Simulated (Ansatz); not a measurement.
The structure below was relaxed with Kohn–Sham DFT with the PBE functional, run in Ansatz (a first-principles code) with PAW and 420 eV plane waves, no SOC, earlier PAW set, at pressure 50 GPa.

```
CELL_PARAMETERS angstrom
      3.79109     0.00000     0.00000
      0.00000     3.79109     0.00000
      0.00000     0.00000     3.79109
ATOMIC_POSITIONS crystal
  K  0.00000 0.00000 0.00000
  Ta 0.50000 0.50000 0.50000
  O  0.00000 0.50000 0.50000
  O  0.50000 0.50000 0.00000
  O  0.50000 0.00000 0.50000
```

Problem. Find the space group and the Wyckoff positions.

Solution. Space group Pm-3m (No. 221); a = 3.7911 Å, b = 3.7911 Å, c = 3.7911 Å, α = 90.00°, β = 90.00°, γ = 90.00°

```csv
atom,site,symmetry,x,y,z
K,1a,m-3m,0.0000,0.0000,0.0000
Ta,1b,m-3m,0.5000,0.5000,0.5000
O,3c,4/mm.m,0.0000,0.5000,0.5000
```

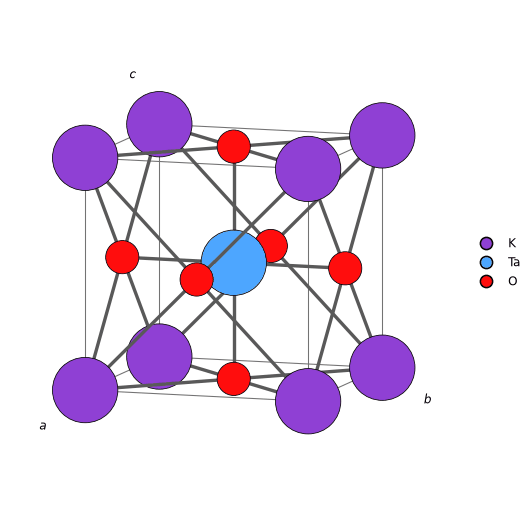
Figure. The conventional cell

Load acts through the strain it causes; cell and atoms are relaxed under it. Whether these cells are dynamically stable was not tested. Competing high-pressure phases were not computed. The cell was made from KTaO$_{3}$ in the cubic perovskite structure (space group Pm-3m, No. 221) by this change: pressure 50 GPa.
